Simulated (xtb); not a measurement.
**Run report: TaN₂H₄ClO, geometry relaxation (part 1 of 4)**

System: TaN₂H₄ClO.
Method: GFN1-xTB (xtb 6.7.1).

The geometry comes from this level: PBE0-D4/def2-TZVP.

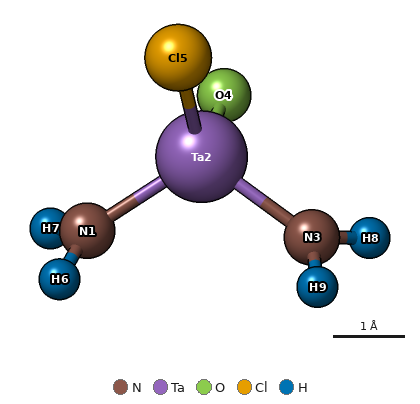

*The starting structure (ball-and-stick view, seen at a tilt; atoms are numbered from 1 in the order of the input). Sticks mark near contacts.*

Key numbers

- outcome: converged
- electrons treated: 32
- total energy: −19.595922 hartree
- dispersion energy: −0.003248 hartree
- basis functions: 40
- HOMO: −11.28 eV
- LUMO: −7.43 eV
- zero-point energy: 0.051604 hartree
- dipole moment: 7.10 D
- wavenumbers, lowest and highest: 111 and 3508 cm⁻¹
- hardware: 1 thread of Arm Neoverse N1, 98 GiB of memory available, shared host
- wall time: 0.69 s
- peak memory: 0.071 GiB

Input (geom.xyz)
```
9

N     -1.141300     1.236900    -0.171000
Ta     0.553300     0.228400    -0.232900
N      0.335500    -1.623500     0.412100
O      0.984100     0.113600    -1.886800
Cl     2.182600     1.325800     1.024300
H     -1.704500     1.390500     0.653300
H     -1.604000     1.617500    -0.983100
H      0.492500    -2.443100    -0.155400
H     -0.009600    -1.892500     1.322400
```

Launched with:
```bash
xtb geom.xyz --gfn 1 --ohess vtight --parallel 1 > out.txt 2> xtb.err
```

What the program printed
```
* xtb version 6.7.1
   ID    Z sym.   atoms
    1    7 N      1, 3
    2   73 Ta     2
    3    8 O      4
    4   17 Cl     5
    5    1 H      6-9

           -------------------------------------------------
          |                Calculation Setup                |
           -------------------------------------------------

          program call               : xtb geom.xyz --gfn 1 --ohess vtight --parallel 1
          coordinate file            : geom.xyz
          omp threads                :                     1

           -------------------------------------------------
          |                 G F N 1 - x T B                 |
           -------------------------------------------------

      * Hamiltonian:
        H0-scaling (s, p, d)           1.850000    2.250000    2.000000
        zeta-weighting                 0.000000
      * Dispersion:
        s8                             2.400000
        a1                             0.630000
        a2                             5.000000
        s9                             0.000000
      * Repulsion:
        kExp                           1.500000
        rExp                           1.000000
      * Coulomb:
        alpha                          2.000000
        third order                    atomic
        anisotropic                    false
      * Halogen bond correction:
        rad-scale                      1.300000
        damping                        0.440000

          ...................................................
          :                      SETUP                      :
          :.................................................:
          :  # basis functions                  40          :
          :  # atomic orbitals                  38          :
          :  # shells                           20          :
          :  # electrons                        32          :
          :  # halogen bonds                     3          :
          :  max. iterations                   250          :
          :  Hamiltonian                  GFN1-xTB          :
          :  restarted?                      false          :
          :  GBSA solvation                  false          :
          :  PC potential                    false          :
          :  electronic temp.          300.0000000     K    :
          :  accuracy                    1.0000000          :
          :  -> integral cutoff          0.2500000E+02      :
          :  -> integral neglect         0.1000000E-07      :
          :  -> SCF convergence          0.1000000E-05 Eh   :
          :  -> wf. convergence          0.2000000E-04 e    :
          :  Broyden damping             0.4000000          :
          :  net charge                          0          :
          :  unpaired electrons                  0          :
          ...................................................

 iter      E             dE          RMSdq      gap      omega  full diag
   1    -19.6747307 -0.196747E+02  0.690E+00    2.79       0.0  T
   2    -19.7039058 -0.291751E-01  0.430E+00    3.78       1.0  T
   3    -19.6865582  0.173476E-01  0.202E+00    3.14       1.0  T
   4    -19.7087102 -0.221520E-01  0.845E-01    3.52       1.0  T
   5    -19.7146918 -0.598151E-02  0.845E-02    3.46       1.0  T
   6    -19.7146880  0.371486E-05  0.403E-02    3.47       1.0  T
   7    -19.7147080 -0.199998E-04  0.172E-02    3.47       1.9  T
   8    -19.7147103 -0.221613E-05  0.903E-04    3.47      36.9  T
   9    -19.7147103 -0.298123E-08  0.225E-04    3.47     148.2  T
  10    -19.7147103 -0.531386E-09  0.230E-05    3.47    1446.6  T
  11    -19.7147103 -0.238032E-11  0.105E-05    3.47    3172.5  T

   *** convergence criteria satisfied after 11 iterations ***

         #    Occupation            Energy/Eh            Energy/eV
      -------------------------------------------------------------
         1        2.0000           -0.9108228             -24.7848
       ...           ...                  ...                  ...
        10        2.0000           -0.4756045             -12.9419
        11        2.0000           -0.4737916             -12.8925
        12        2.0000           -0.4705774             -12.8051
        13        2.0000           -0.4688368             -12.7577
        14        2.0000           -0.4603992             -12.5281
        15        2.0000           -0.4259333             -11.5902
        16        2.0000           -0.4107593             -11.1773 (HOMO)
        17                         -0.2833716              -7.7109 (LUMO)
        18                         -0.2768459              -7.5334
        19                         -0.2262090              -6.1555
        20                         -0.1997169              -5.4346
        21                         -0.1915598              -5.2126
       ...                                ...                  ...
        38                          0.7255045              19.7420
      -------------------------------------------------------------
                  HL-Gap            0.1273877 Eh            3.4664 eV
             Fermi-level           -0.3470655 Eh           -9.4441 eV

 SCC (total)                   0 d,  0 h,  0 min,  0.012 sec
 SCC setup                      ...        0 min,  0.000 sec (  0.828%)
 Dispersion                     ...        0 min,  0.000 sec (  0.317%)
 classical contributions        ...        0 min,  0.000 sec (  0.112%)
 integral evaluation            ...        0 min,  0.003 sec ( 21.442%)
 iterations                     ...        0 min,  0.004 sec ( 36.161%)
 molecular gradient             ...        0 min,  0.005 sec ( 39.539%)
 printout                       ...        0 min,  0.000 sec (  1.491%)

         :::::::::::::::::::::::::::::::::::::::::::::::::::::
         ::                     SUMMARY                     ::
         :::::::::::::::::::::::::::::::::::::::::::::::::::::
         :: total energy             -19.591457869654 Eh    ::
         :: gradient norm              0.036450343048 Eh/a0 ::
         :: HOMO-LUMO gap              3.466395972141 eV    ::
         ::.................................................::
         :: SCC energy               -19.714710256417 Eh    ::
         :: -> electrostatic           0.130243071590 Eh    ::
         :: repulsion energy           0.126421165490 Eh    ::
         :: dispersion energy         -0.003168778727 Eh    ::
         :: halogen bond corr.         0.000000000000 Eh    ::
         :: add. restraining           0.000000000000 Eh    ::
         :: total charge               0.000000000000 e     ::
         :::::::::::::::::::::::::::::::::::::::::::::::::::::

      -----------------------------------------------------------
     |                   =====================                   |
     |                        A N C O P T                        |
     |                   =====================                   |
     |               Approximate Normal Coordinate               |
     |                Rational Function Optimizer                |
      -----------------------------------------------------------

          ...................................................
          :                      SETUP                      :
          :.................................................:
          :   optimization level         verytight          :
          :   max. optcycles                   200          :
          :   ANC micro-cycles                  20          :
          :   degrees of freedom                21          :
          :.................................................:
          :   RF solver                   davidson          :
          :   write xtbopt.log                true          :
          :   linear?                        false          :
          :   energy convergence         0.1000000E-06 Eh   :
          :   grad. convergence          0.2000000E-03 Eh/α :
          :   maximum RF displ.          1.0000000          :
          :   Hlow (freq-cutoff)         0.1000000E-01      :
          :   Hmax (freq-cutoff)         5.0000000          :
          :   S6 in model hess.         20.0000000          :
          ...................................................

generating ANC from exact Hessian ...
Using Lindh-Hessian (1995)
 Shifting diagonal of input Hessian by    8.7729133540884619E-003
 Lowest  eigenvalues of input Hessian
    0.000000    0.000000    0.000000    0.000000    0.000000    0.000000
    0.010000    0.010782    0.012336    0.013954    0.014836    0.022893
    0.027006    0.028396    0.033893    0.059198    0.061540    0.088603
 Highest eigenvalues
    0.405176    1.095334    1.187757    1.196559    1.319523    1.325829

........................................................................
.............................. CYCLE    1 ..............................
........................................................................

 iter      E             dE          RMSdq      gap      omega  full diag
   1    -19.7147103 -0.197147E+02  0.176E-06    3.47       0.0  T
   2    -19.7147103 -0.355271E-13  0.565E-07    3.47   59028.3  T
   3    -19.7147103  0.710543E-14  0.450E-07    3.47   74006.4  T
     SCC iter.                  ...        0 min,  0.001 sec
     gradient                   ...        0 min,  0.005 sec
 * total energy  :   -19.5914579 Eh     change       -0.8704149E-12 Eh
   gradient norm :     0.0364503 Eh/α   predicted     0.0000000E+00 (-100.00%)
   displ. norm   :     0.3583326 α      lambda       -0.5827059E-02
   maximum displ.:     0.2093763 α      in ANC's #3, #5, #10, ...

........................................................................
.............................. CYCLE    2 ..............................
........................................................................

 iter      E             dE          RMSdq      gap      omega  full diag
   1    -19.7262923 -0.197263E+02  0.188E-01    3.71       0.0  T
   2    -19.7264378 -0.145512E-03  0.191E-01    3.76       1.0  T
   3    -19.7267589 -0.321168E-03  0.511E-02    3.74       1.0  T
   4    -19.7267614 -0.251287E-05  0.626E-03    3.74       5.3  T
   5    -19.7267614 -0.211578E-08  0.280E-03    3.74      11.9  T
   6    -19.7267615 -0.146437E-07  0.414E-04    3.74      80.5  T
   7    -19.7267615 -0.168747E-08  0.923E-05    3.74     361.2  T
   8    -19.7267615 -0.694698E-10  0.305E-06    3.74   10913.4  T
     SCC iter.                  ...        0 min,  0.003 sec
     gradient                   ...        0 min,  0.005 sec
 * total energy  :   -19.5948852 Eh     change       -0.3427350E-02 Eh
   gradient norm :     0.0202631 Eh/α   predicted    -0.3287635E-02 (  -4.08%)
   displ. norm   :     0.2924338 α      lambda       -0.2532811E-02
   maximum displ.:     0.1968161 α      in ANC's #3, #5, #13, ...

........................................................................
.............................. CYCLE    3 ..............................
........................................................................

 iter      E             dE          RMSdq      gap      omega  full diag
   1    -19.7296374 -0.197296E+02  0.200E-01    3.79       0.0  T
   2    -19.7298039 -0.166484E-03  0.982E-02    3.86       1.0  T
   3    -19.7299333 -0.129398E-03  0.686E-02    3.84       1.0  T
   4    -19.7299536 -0.202899E-04  0.251E-02    3.84       1.3  T
   5    -19.7299558 -0.223705E-05  0.420E-03    3.84       7.9  T
   6    -19.7299558 -0.133531E-07  0.624E-04    3.84      53.4  T
   7    -19.7299558 -0.240112E-08  0.108E-04    3.84     308.1  T
   8    -19.7299558 -0.233946E-10  0.226E-06    3.84   14750.4  T
     SCC iter.                  ...        0 min,  0.003 sec
     gradient                   ...        0 min,  0.005 sec
 * total energy  :   -19.5954459 Eh     change       -0.5607058E-03 Eh
   gradient norm :     0.0137575 Eh/α   predicted    -0.1374704E-02 ( 145.17%)
   displ. norm   :     0.0929559 α      lambda       -0.5779146E-03
   maximum displ.:     0.0689438 α      in ANC's #3, #2, #9, ...

........................................................................
.............................. CYCLE    4 ..............................
........................................................................

 iter      E             dE          RMSdq      gap      omega  full diag
   1    -19.7296933 -0.197297E+02  0.659E-02    3.86       0.0  T
   2    -19.7297119 -0.185694E-04  0.300E-02    3.83       1.1  T
   3    -19.7297175 -0.564019E-05  0.243E-02    3.84       1.4  T
   4    -19.7297204 -0.285323E-05  0.644E-03    3.84       5.2  T
   5    -19.7297204 -0.407193E-07  0.119E-03    3.84      28.1  T
   6    -19.7297204 -0.973724E-09  0.205E-04    3.84     162.9  T
   7    -19.7297204 -0.169475E-09  0.198E-05    3.84    1685.8  T
   8    -19.7297204 -0.247979E-11  0.635E-07    3.84   52467.0  T
     SCC iter.                  ...        0 min,  0.003 sec
     gradient                   ...        0 min,  0.005 sec
 * total energy  :   -19.5957740 Eh     change       -0.3281004E-03 Eh
   gradient norm :     0.0025964 Eh/α   predicted    -0.2914543E-03 ( -11.17%)
   displ. norm   :     0.0566330 α      lambda       -0.6104961E-04
   maximum displ.:     0.0435822 α      in ANC's #5, #2, #6, ...

........................................................................
.............................. CYCLE    5 ..............................
........................................................................

 iter      E             dE          RMSdq      gap      omega  full diag
   1    -19.7296798 -0.197297E+02  0.640E-03    3.84       0.0  T
   2    -19.7296800 -0.170207E-06  0.370E-03    3.84       9.0  T
   3    -19.7296800 -0.269446E-07  0.229E-03    3.84      14.6  T
   4    -19.7296800 -0.157907E-07  0.827E-04    3.84      40.3  T
   5    -19.7296801 -0.660060E-08  0.163E-04    3.84     204.3  T
   6    -19.7296801 -0.406928E-10  0.178E-05    3.84    1869.4  T
     SCC iter.                  ...        0 min,  0.002 sec
     gradient                   ...        0 min,  0.005 sec
 * total energy  :   -19.5958176 Eh     change       -0.4357665E-04 Eh
   gradient norm :     0.0025184 Eh/α   predicted    -0.3062255E-04 ( -29.73%)
   displ. norm   :     0.1220805 α      lambda       -0.9091388E-04
   maximum displ.:     0.0997354 α      in ANC's #5, #2, #6, ...

........................................................................
.............................. CYCLE    6 ..............................
........................................................................
```
